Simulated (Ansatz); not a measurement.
# AlO (oxoaluminum) at UBHLYP/3-21G

What is the electronic atomisation energy of AlO (oxoaluminum) at UBHLYP/3-21G? 

The results are computed with Ansatz 0.2.0.

74 further runs of the same task are left out: 3 that didn't finish, 71 set aside as unsound or not needed.

## (1) The molecule

AlO has 2 atoms, charge 0, and is taken as a doublet. As SMILES, `[O]=[Al]`. The shape comes from GFN2-xTB, which is rough for such elements, and wasn't checked as a minimum.

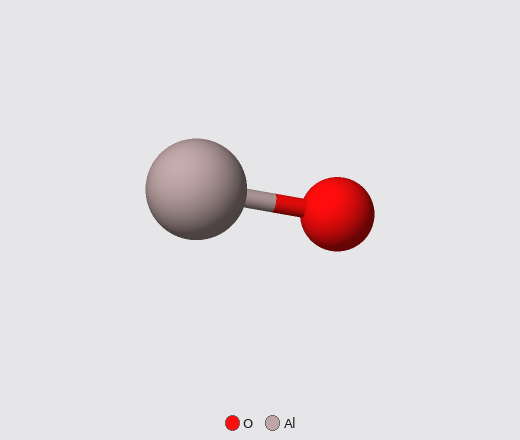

The structure, seen from a chosen angle (oxygen red, aluminium light grey).

## (2) A single-point energy at UBHLYP/3-21G

in.yaml reads:

```yaml
crystal:
  periodic: [false, false, false]
  atoms:
    - symbol: O
      position_ang: [0.000000, 0.000000, 0.000000]
    - symbol: Al
      position_ang: [0.000000, 0.000000, 1.570050]
basis:
  gaussian:
    orbitals: 3-21G.json
accuracy: high
magnetization:
  spin_polarized: true
  initial_magnetization: 1
hamiltonian:
  xc: {name: BHLYP}
```

The basis set 3-21G is read from a file made from the Basis Set Exchange's data (not shown).

On the command line:

```console
$ ansatz run in.yaml --threads 1 --pin off --max-ram 2610MiB --events-out events.jsonl --progress --plain --runs-dir runs
```

The program printed:

```text
Warning: RAYON_NUM_THREADS=1 ignored (pool sized by the plan → 1); use --threads N
Functional definition: BHLYP
  name "BHLYP"
  parameter a = 0.5
  exchange = (1 - a)*b88_x + a*exact_x
  correlation = lyp_c
411 factors; integrals over basis functions are off by at most 4.9e-9 eV
mean field evaluation 1: about -8584.5990 eV, gradient 4.3e1 eV
mean field evaluation 2: about -8497.1767 eV, gradient 1.2e2 eV
mean field evaluation 4: about -8593.3792 eV, gradient 1.1e0 eV
mean field evaluation 8: about -8593.5025 eV, gradient 5.1e-1 eV
mean field evaluation 16: about -8593.5079 eV, gradient 4.1e-4 eV
mean field evaluation 32: about -8593.0350 eV, gradient 5.2e0 eV
mean field -8593.50790779 eV, -315.8055907226 hartree, gradient 5.1e-8 eV, S^2 0.763511; 3 other end points of the search recorded, 0 dependent functions left out
reference -8593.50792528 eV, -315.8055913653 hartree; 11, 10 occupied and 11, 12 virtual orbitals, 411 factors
Total energy: -8593.50792528 eV, -315.8055913653 hartree
```

Run time: 0.78 s. Hardware: 1 thread of AMD EPYC 9R45 (Zen 5), shared host.

## (3) The Al atom, same level

run.yaml reads:

```yaml
crystal:
  periodic: [false, false, false]
  atoms:
    - {symbol: Al, position_ang: [0.000000, 0.000000, 0.000000]}
basis:
  gaussian: {orbitals: 3-21G.json}
hamiltonian: {xc: {name: BHLYP}}
accuracy: high
magnetization: {spin_polarized: true, initial_magnetization: 1}
```

The basis set 3-21G is read from a file made from the Basis Set Exchange's data (not shown).

Run the same way, it converges to -241.03373 Eh (log not shown).

## (4) The O atom

in.yaml reads:

```yaml
crystal:
  periodic: [false, false, false]
  atoms:
    - symbol: O
      position_ang: [0.000000, 0.000000, 0.000000]
basis:
  gaussian: {orbitals: 3-21G.json}
magnetization: {spin_polarized: true, initial_magnetization: 2}
hamiltonian: {xc: {name: BHLYP}}
accuracy: high
```

The basis set 3-21G is read from a file made from the Basis Set Exchange's data (not shown).

Run the same way, it converges to -74.64692 Eh (log not shown).

## (5) Results

Level: UBHLYP/3-21G.

| quantity | value |
| --- | --- |
| molecule: total energy | -315.80559 Eh |
| molecule: ⟨S²⟩ | 0.764 |
| Al atom: total energy | -241.03373 Eh |
| Al atom: ⟨S²⟩ | 0.750 |
| O atom: total energy | -74.64692 Eh |
| O atom: ⟨S²⟩ | 2.001 |
| electronic atomisation energy | 3.400 eV |

In words: Taking the molecule apart into free atoms costs 3.40 eV (78 kcal/mol), before zero-point energy and without spin-orbit coupling. The basis has no polarisation functions, which makes bonds too weak.
